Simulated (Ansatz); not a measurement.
## LaInO3 (Pnma): how G0W0 depends on its starting point

Aim: G0W0 for LaInO3 (Pnma) on several starting functionals, at one mesh, band count and screening cutoff.

Method: G0W0 on several functionals, plane waves, PAW, in Ansatz 0.2.0.

## Step 1: Starting point

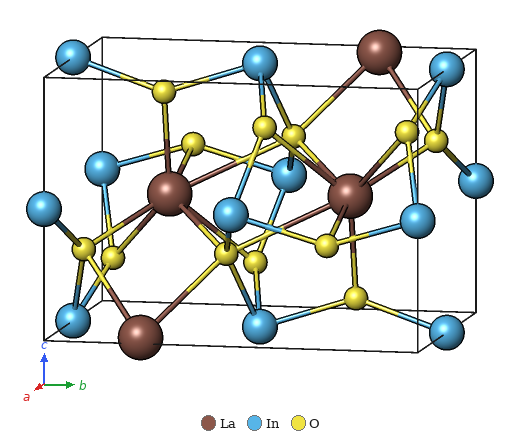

The cell as given, slightly off an axis (lanthanum brown, indium blue, oxygen yellow). Some periodic images of atoms are drawn too.

Geometry: measured cell, ions relaxed with r2SCAN. The runs that relaxed it are not among those shown. Spin-orbit coupling is left out unless a step names it. The default PAW set here is soft_2. Its files were made with PBE.

## Step 2: G0W0 on LDA

Now the one-shot GW correction: screening in the RPA, then the self-energy of the levels asked for.

This step: G0W0 on LDA, plane waves, PAW.

Contents of input.yaml:

```yaml
crystal:
  lattice:
    - [5.9404, 0.0, 0.0]
    - [0.0, 8.2158, 0.0]
    - [0.0, 0.0, 5.7229]
  atoms:
    - { symbol: La, position: [0.9463878551, 0.25, 0.0153056088] }
    - { symbol: La, position: [0.5536121449, 0.75, 0.5153056088] }
    - { symbol: La, position: [0.4463878551, 0.25, 0.4846943912] }
    - { symbol: La, position: [0.0536121449, 0.75, 0.9846943912] }
    - { symbol: In, position: [0.0, 0.0, 0.5] }
    - { symbol: In, position: [0.5, 0.0, 0.0] }
    - { symbol: In, position: [0.5, 0.5, 0.0] }
    - { symbol: In, position: [0.0, 0.5, 0.5] }
    - { symbol: O, position: [0.044381747, 0.25, 0.6126999622] }
    - { symbol: O, position: [0.455618253, 0.75, 0.1126999622] }
    - { symbol: O, position: [0.544381747, 0.25, 0.8873000378] }
    - { symbol: O, position: [0.955618253, 0.75, 0.3873000378] }
    - { symbol: O, position: [0.1980525852, 0.0593550044, 0.195575952] }
    - { symbol: O, position: [0.3019474148, 0.9406449956, 0.695575952] }
    - { symbol: O, position: [0.6980525852, 0.4406449956, 0.304424048] }
    - { symbol: O, position: [0.8019474148, 0.5593550044, 0.804424048] }
    - { symbol: O, position: [0.8019474148, 0.9406449956, 0.804424048] }
    - { symbol: O, position: [0.6980525852, 0.0593550044, 0.304424048] }
    - { symbol: O, position: [0.3019474148, 0.5593550044, 0.695575952] }
    - { symbol: O, position: [0.1980525852, 0.4406449956, 0.195575952] }
kpoints:
  mp_grid: { grid: [2, 2, 2] }
hamiltonian:
  xc: lda
scf:
  occupations: { method: fixed }
gw:
  n_empty_bands: 436
  ecut_chi: 78
  qp_bands: [v4, c4]
  qp_kpoints: band_edges
  screening: { model: contour_deformation }
```

Command:

```sh
> ansatz run input.yaml --threads 8 --pin off --max-ram 55296MiB --backend cuda --events-out ev --progress --plain --runs-dir out --devices 1 --max-vram 24GiB
```

Numbers of over 12 decimals in the logs are rounded to 6 here.

Output:

```text
GPUs: using 1 of 1 available (devices: 1).
Engine: ansatz 0.2.0, x86_64-unknown-linux-gnu
Pseudopotentials: kind: paw
Pseudopotential: La, paw, valence charge 11, recommended cutoff 420 eV (normal), La.paw.azcp
Pseudopotential: In, paw, valence charge 13, recommended cutoff 420 eV (normal), In.paw.azcp
Pseudopotential: O, paw, valence charge 6, recommended cutoff 420 eV (normal), O.paw.azcp
Functional definition: SPW92
  exchange = slater_x
  correlation = pw_c
device memory: the entry about to start is reckoned to put 11.1 GiB on a device that reports 78.6 GiB free (of which the cap on the GPU budget leaves the run 24.0 GiB)
GPU FFT provider: cuFFT
GPU libraries: cuBLAS 13.8.2, cuFFT 12.4.0, cuSOLVER 12.3.4
Crystal: 20 atoms, lattice volume = 279.307 Å³
Basis set: ecut = 420 eV, 5459 PW (Γ)
Bands: 104, of which v1, the nominal top of the filled ones, is band 84 counted from 1 (83 counted from 0)
Symmetry: 8 space group operations
Space group: Pnma (ITA 62), of the structure as read, at distance tolerance 6.5e-5 Å
k-points: 8
Non-local potential: La, projectors of the file, l = 0: 3, l = 1: 2, l = 2: 2, l = 3: 3
Non-local potential: In, projectors of the file, l = 0: 2, l = 1: 2, l = 2: 2, l = 3: 2
Non-local potential: O, projectors of the file, l = 0: 2, l = 1: 2, l = 2: 1
PAW form: soft (Blöchl's): semilocal exchange-correlation on the pseudo side does not see the compensation charge
PAW frozen core: La, regenerated for the run's functional, and the local potential with it (the file was generated under x = pbe(κ = 0.804, μ = 0.219515), c = pbe(β = 0.066725))
PAW frozen core: In, regenerated for the run's functional, and the local potential with it (the file was generated under x = pbe(κ = 0.804, μ = 0.219515), c = pbe(β = 0.066725))
PAW frozen core: O, regenerated for the run's functional, and the local potential with it (the file was generated under x = pbe(κ = 0.804, μ = 0.219515), c = pbe(β = 0.066725))
PAW one-centre angular grid: La, 590 points (default); XC on 64 Gauss nodes
PAW one-centre angular grid: In, 590 points (default); XC on 64 Gauss nodes
PAW one-centre angular grid: O, 110 points (default); XC on 64 Gauss nodes
Initial density: superposition of atomic densities (neutral atoms: chi_scale 0, normalization atom), corrected by the library's trained network
Initial wavefunctions: pseudopotential atomic-orbital guess
GPU buffer pool allocated for 96000 grid points (all kernels)
GPU transforms: local potential and band sums: pruned to the plane-wave sphere, on 40×60×40
Functional: x = slater, c = lda
SCF iter   1: F=—  HF=-52817.908011 eV  |F-HF|=—  |Δ(HF+E_count)|=         —  Δρ=1.79e-2  dr2=8.08e-1  ethr=1.77e-3  ⟨swp⟩=4.0  Hψ=2951  notcnv=0  defer=94
preconditioner: auto → Resta (q_TF=auto, 2.507 Å⁻¹)  ε∞=5.8  [insulator: Δε(μ)=2.716 eV  Ē_g=12.866 eV  n_scr=74 (ndim 8)  ℏωp=28.1 eV  f_vac=0.000  ε∞_Penn≈5.8]
SCF iter   2: F=—  HF=-52817.718118 eV  |F-HF|=—  |Δ(HF+E_count)|=   1.90e-1  Δρ=5.59e-3  dr2=3.79e-2  ethr=4.81e-4  ⟨swp⟩=2.6  Hψ=1621  notcnv=0  defer=116
SCF iter   3: F=—  HF=-52817.707936 eV  |F-HF|=—  |Δ(HF+E_count)|=   1.02e-2  Δρ=2.27e-3  dr2=8.73e-3  ethr=2.25e-5  ⟨swp⟩=3.4  Hψ=1461  notcnv=0  defer=140
SCF iter   4: F=—  HF=-52817.705436 eV  |F-HF|=—  |Δ(HF+E_count)|=   2.50e-3  Δρ=6.41e-4  dr2=7.55e-4  ethr=5.20e-6  ⟨swp⟩=2.1  Hψ=1073  notcnv=0  defer=140
SCF iter   5: F=—  HF=-52817.705246 eV  |F-HF|=—  |Δ(HF+E_count)|=   1.90e-4  Δρ=1.74e-4  dr2=7.88e-5  ethr=4.50e-7  ⟨swp⟩=2.0  Hψ=1284  notcnv=0  defer=105
SCF iter   6: F=—  HF=-52817.705234 eV  |F-HF|=—  |Δ(HF+E_count)|=   1.27e-5  Δρ=6.00e-5  dr2=7.61e-6  ethr=4.69e-8  ⟨swp⟩=2.0  Hψ=1413  notcnv=0  defer=82
SCF iter   7: F=—  HF=-52817.705233 eV  |F-HF|=—  |Δ(HF+E_count)|=   2.75e-7  Δρ=1.15e-5  dr2=3.37e-7  ethr=4.53e-9  ⟨swp⟩=2.0  Hψ=1021  notcnv=0  defer=82
SCF iter   8: F=-52817.705233 eV  HF=-52817.705233 eV  |F-HF|=1.21e-9  |Δ(HF+E_count)|=   3.40e-8  Δρ=1.66e-6  dr2=1.07e-8  ethr=5.95e-11  ⟨swp⟩=12.1  Hψ=3290  notcnv=0
SCF 1 converged in 8 iterations: F = -52817.705233 eV  dr2 = 1.07e-8
  greatest PAW one-centre occupation: 0.992 electrons in one spin orbital (limit 2), on the In atom at site 4 (counted from 0), in its partial waves of l = 2
device memory: the entry about to start is reckoned to put 13.9 GiB (of the 14.3 GiB reckoned in all, the device holds 0.4 GiB already) on a device that reports 78.2 GiB free (of which the cap on the GPU budget leaves the run 23.6 GiB)
NSCF: frozen V_eff on 8 k-points
the band table was solved once the SCF had ended and its energy, with any forces and stress, was formed, with the checks that follow a solve (3250 applications of the Hamiltonian). They found nothing against the state; the energy, forces and stress were not computed again (output.eigenvalues in the input reference)
device memory: the entry about to start is reckoned to put 14.6 GiB on a device that reports 78.5 GiB free (of which the cap on the GPU budget leaves the run 24.0 GiB)
NSCF: frozen V_eff on 8 k-points
G₀W₀ screening: q 1/8
[... further progress lines ...]
SCF converged after 8 iterations
Free energy (F): -52817.705233 eV
Harris-Foulkes:  -52817.705233 eV  (|F-HF|=1.21e-9)
Internal energy: -52817.705233 eV  (E = F + TS)
E sigma→0 (E₀):  -52817.705233 eV
[...]
k-point 1: bands = [... 80 lower, 9.3350, 9.3350, 9.3831, 9.3831, 14.0494, 14.0494, 14.4131, 14.4131, ... 16 higher]
  k-point 2: bands = [... 80 lower, 9.3383, 9.3383, 9.6097, 9.6097, 13.4101, 13.4101, 14.4177, 14.4177, ... 16 higher]
  k-point 7: bands = [... 80 lower, 9.4625, 9.4625, 9.4625, 9.4625, 14.4486, 14.4486, 14.4486, 14.4486, ... 16 higher]
--- G₀W₀: contour deformation, 6 samples at zero and on the imaginary axis and 1 off it, 8 q-points, 436 empty bands' worth ---
  eigenvalues of the whole cell's RPA ε∞ on this k-mesh (on a slab, of 1 + 4πα/V) = 4.8385, 4.9418, 5.1257; static W/v taken at q = 0 is 0.200261
  gw.qp_kpoints: band_edges: 8 of 8 stored k-points solved, in 1 pass; an edge of the gap read off the rows below is read off those points alone
  `?` marks the rows in doubt; gw_qp.tsv's column doubts and the gw_qp event give each row's grounds
    ik  band        ε_KS         Σx   Σc(E_QP)       V_xc       Z   E_QP_lin       E_QP  E_QP is
     0    81      9.3323   -25.5658     4.7807   -20.6149  0.7484     9.1617     9.1621  root
     0    82      9.3994   -26.7923     4.2261   -22.4192  0.7635     9.2521     9.2524  root
     0    83      9.5470   -27.1178     4.3055   -22.6705  0.7622     9.4048     9.4051  root
     0    84      9.6973   -27.3821     4.3513   -22.9135  0.7614     9.5797     9.5799  root
     0    85     12.5328   -13.4413    -3.2576   -17.8811  0.8103    13.7258    13.7150  root
     0    86     14.3736   -17.4046    -8.3403   -29.4538  0.7433    18.5522    18.0825  root ?
     0    87     14.3903   -18.9164    -9.4413   -32.4343  0.7323    19.1474    18.4669  root ?
     0    88     14.4447   -18.9847    -9.3125   -32.3379  0.7330    19.1471    18.4854  root ?
     1    81      9.3350   -25.6587     4.7918   -20.6808  0.7497     9.1484     9.1489  root
     1    82      9.3350   -25.6587     4.7918   -20.6808  0.7497     9.1484     9.1489  root
     1    83      9.3831   -26.1133     4.6622   -21.2898  0.7539     9.2214     9.2217  root
     1    84      9.3831   -26.1133     4.6622   -21.2898  0.7539     9.2214     9.2217  root
     1    85     14.0494   -14.2621    -5.1987   -21.7499  0.7887    16.4289    16.3386  root
     1    86     14.0494   -14.2621    -5.1987   -21.7499  0.7887    16.4289    16.3386  root
     1    87     14.4131   -18.8657    -9.3462   -32.2536  0.7324    19.1211    18.4548  root ?
     1    88     14.4131   -18.8657    -9.3462   -32.2536  0.7324    19.1211    18.4548  root ?
     2    81      9.3383   -26.0256     4.7697   -21.0889  0.7509     9.1709     9.1713  root
     2    82      9.3383   -26.0256     4.7697   -21.0889  0.7509     9.1709     9.1713  root
     2    83      9.6097   -27.2249     4.3227   -22.7691  0.7619     9.4764     9.4767  root
     2    84      9.6097   -27.2249     4.3227   -22.7691  0.7619     9.4764     9.4767  root
     2    85     13.4101   -13.3139    -3.7799   -18.5257  0.8067    14.8627    14.8420  root
     2    86     13.4101   -13.3139    -3.7799   -18.5257  0.8067    14.8627    14.8420  root
     2    87     14.4177   -18.9597    -9.3324   -32.3326  0.7322    19.1235    18.4583  root ?
     2    88     14.4177   -18.9597    -9.3324   -32.3326  0.7322    19.1235    18.4583  root ?
     3    81      9.3059   -25.9761     4.6655   -21.1420  0.7514     9.1369     9.1373  root
     3    82      9.3059   -25.9761     4.6655   -21.1420  0.7514     9.1369     9.1373  root
     3    83      9.5245   -26.2613     4.6775   -21.4325  0.7550     9.3729     9.3733  root
     3    84      9.5245   -26.2613     4.6775   -21.4325  0.7550     9.3729     9.3733  root
     3    85     14.2955   -15.5699    -6.5981   -25.1799  0.7694    17.5220    17.3074  root ?
     3    86     14.2955   -15.5699    -6.5981   -25.1799  0.7694    17.5220    17.3074  root ?
     3    87     14.3918   -17.4633    -8.1590   -29.2903  0.7470    18.4965    18.0598  root ?
     3    88     14.3918   -17.4633    -8.1590   -29.2903  0.7470    18.4965    18.0598  root ?
     4    81      9.3482   -25.7277     4.7960   -20.7263  0.7502     9.1422     9.1428  root
     4    82      9.3482   -25.7277     4.7960   -20.7263  0.7502     9.1422     9.1428  root
     4    83      9.4601   -26.4404     4.6257   -21.6595  0.7543     9.3046     9.3049  root
[...]
4    87     14.4097   -18.3916    -9.0225   -31.3458  0.7357    18.9389    18.3414  root ?
     4    88     14.4097   -18.3916    -9.0225   -31.3458  0.7357    18.9389    18.3414  root ?
[...]
5    85     14.4465   -18.9414    -9.3210   -32.3088  0.7332    19.1555    18.4930  root ?
     5    86     14.4465   -18.9414    -9.3210   -32.3088  0.7332    19.1555    18.4930  root ?
     5    87     14.4710   -19.3959    -9.4926   -32.9586  0.7290    19.2475    18.5412  root ?
     5    88     14.4710   -19.3959    -9.4926   -32.9586  0.7290    19.2475    18.5412  root ?
     6    81      9.3180   -25.7556     4.7085   -20.8665  0.7514     9.1370     9.1374  root
     6    82      9.3180   -25.7556     4.7085   -20.8665  0.7514     9.1370     9.1374  root
     6    83      9.3180   -25.7556     4.7085   -20.8665  0.7514     9.1370     9.1374  root
     6    84      9.3180   -25.7556     4.7085   -20.8665  0.7514     9.1370     9.1374  root
     6    85     14.3311   -15.8926    -6.8217   -25.8320  0.7643    17.6916    17.4487  root ?
     6    86     14.3311   -15.8926    -6.8217   -25.8320  0.7643    17.6916    17.4487  root ?
     6    87     14.3311   -15.8926    -6.8217   -25.8320  0.7643    17.6916    17.4487  root ?
     6    88     14.3311   -15.8926    -6.8217   -25.8320  0.7643    17.6916    17.4487  root ?
     7    81      9.4625   -26.2890     4.6496   -21.4713  0.7537     9.2940     9.2944  root
     7    82      9.4625   -26.2890     4.6496   -21.4713  0.7537     9.2940     9.2944  root
     7    83      9.4625   -26.2890     4.6496   -21.4713  0.7537     9.2940     9.2944  root
     7    84      9.4625   -26.2890     4.6496   -21.4713  0.7537     9.2940     9.2944  root
     7    85     14.4486   -19.1416    -9.4614   -32.6723  0.7307    19.2111    18.5177  root ?
     7    86     14.4486   -19.1416    -9.4614   -32.6723  0.7307    19.2111    18.5177  root ?
     7    87     14.4486   -19.1416    -9.4614   -32.6723  0.7307    19.2111    18.5177  root ?
     7    88     14.4486   -19.1416    -9.4614   -32.6723  0.7307    19.2111    18.5177  root ?
[key lines of the parts left out:]
Fermi energy:    9.697253 eV
```

Run time: 7.7 s. Hardware: 1 × NVIDIA H100 80GB HBM3 with 8 threads of AMD EPYC 7R13 (Zen 3), shared host; peak memory 1.9 GiB; 19 s of CPU time.

This step gave:

| Quantity | Value |
| --- | --- |
| bands summed | 520 |
| RPA ε∞ on this mesh (eigenvalues) | 4.839, 4.942, 5.126 |
| plane waves in the screening matrix | 431 |
| q-points in the mesh | 8 |
| G0W0 gap on the mesh | 4.135 eV |
| k of the valence top | 0, 0, 0 |
| k of the conduction bottom | 0, 0, 0 |
| starting gap on the mesh | 2.836 eV |
| Z at the valence top | 0.7614 |
| Z at the conduction bottom | 0.8103 |
| least direct G0W0 gap on the computed points | 4.135 eV |

The gap on the mesh goes from 2.84 eV to 4.14 eV, a correction of +1.30 eV. Between the two edge states, bare exchange in place of the xc potential would open the gap by 8.91 eV, and correlation takes back 7.61 eV.

(Part 1 of 2 ends here.)

[Paths, hosts, dates, memory and timing lines, banners, echoed tables and standing remarks are left out of the program output.]

[Logs are printed without paths, hosts, clocks, repeated set-up lines and the standing remarks that a program may print on its own settings, such as how far it seeks lower states.]

[Runs of the session that timed out or met a known fault of the program may be left out.]

[Cells called generated may have been cut or substituted from an entry of the Crystallography Open Database or the Materials Project.]

[Hosts, paths, dates, database ids (printed as entryN), source tags and the programs' standing remarks are cut or masked in the printed files.]
